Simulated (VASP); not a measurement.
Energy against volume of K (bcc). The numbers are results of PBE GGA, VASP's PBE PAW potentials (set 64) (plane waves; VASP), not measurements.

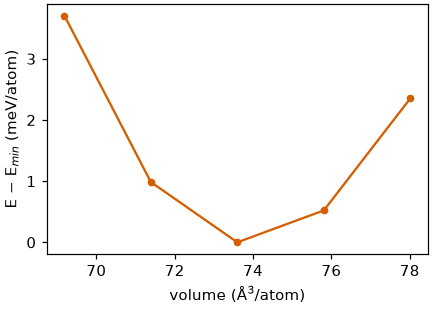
Figure: Energy against volume

Task: Estimate the equilibrium volume and the bulk modulus.

Result: The minimum lies near 73.9 Å³/atom, and the curvature gives B0 of about 3.6 GPa.

Measured: bulk modulus 3.8 GPa at 0 K (computed value off by -4.3 %), as given by H. Levämäki et al., Physical Review B (2014), arXiv:1402.3671 [corrected for temperature and zero-point phonon effects]; a 5.212 Å at 0 K (computed value off by +1.4 %), as given by Gábor I. Csonka et al., Physical Review B (2009), arXiv:0903.4037 [low-temperature or extrapolated to 0 K; zero-point anharmonic expansion removed].

The compound is K in the bcc structure. It was relaxed first.
